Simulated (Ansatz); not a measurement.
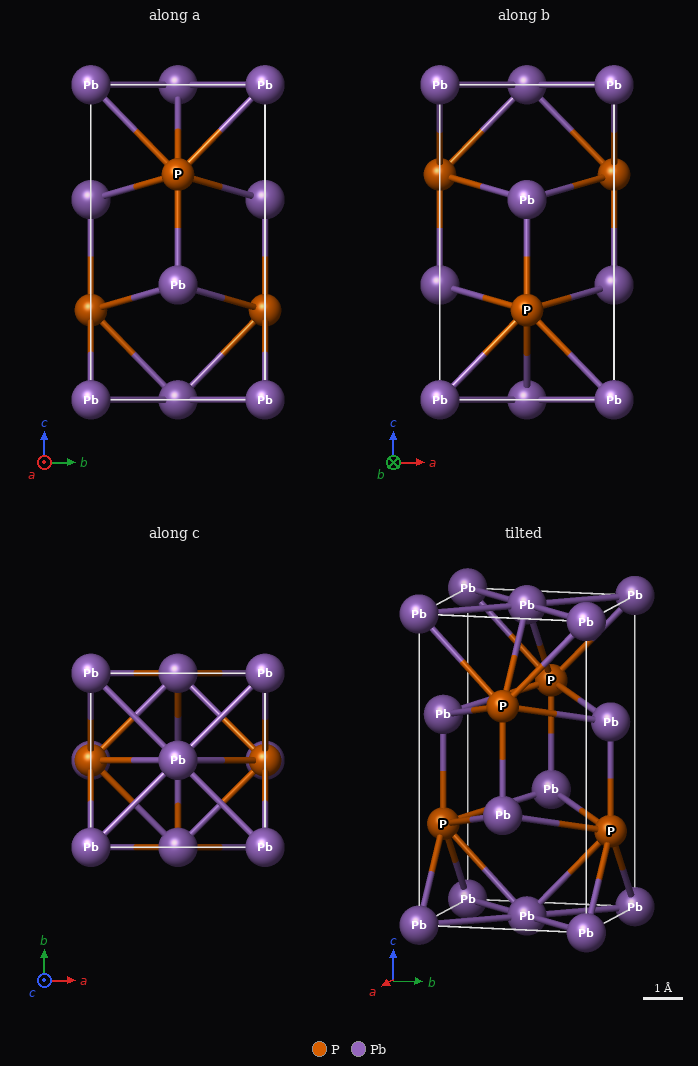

The figure gives a ball-and-stick picture of the atoms, viewed along the a axis, along the b axis, along the c axis and slightly off an axis. The frame is the conventional unit cell; atoms at its boundary are shown with their periodic copies.

Lattice parameters: a = 4.5115 Å, b = 4.5115 Å, c = 8.1629 Å, α = 90.000°, β = 90.000°, γ = 90.000°.

### Record the structure as a CIF in P1 with every atom of the cell, with free fractional coordinates to two decimals.

```cif
data_structure
_symmetry_space_group_name_H-M 'P 1'
_symmetry_Int_Tables_number 1
_cell_length_a 4.5115
_cell_length_b 4.5115
_cell_length_c 8.1629
_cell_angle_alpha 90.000
_cell_angle_beta 90.000
_cell_angle_gamma 90.000
_cell_volume 166.14
loop_
_atom_site_label
_atom_site_type_symbol
_atom_site_fract_x
_atom_site_fract_y
_atom_site_fract_z
_atom_site_occupancy
P1 P 0.00 0.50 0.72 1
P2 P 0.50 0.00 0.28 1
Pb1 Pb 0.00 0.00 0.00 1
Pb2 Pb 0.50 0.50 0.00 1
Pb3 Pb 0.00 0.50 0.36 1
Pb4 Pb 0.50 0.00 0.64 1
```

The structure was taken from a structure type filled with these elements by a generator (whether the compound takes this form wasn't checked). The picture shows the end point of a geometry optimisation with DFT PBE, scalar-relativistic, plane waves, PAW (Ansatz 0.2.0).
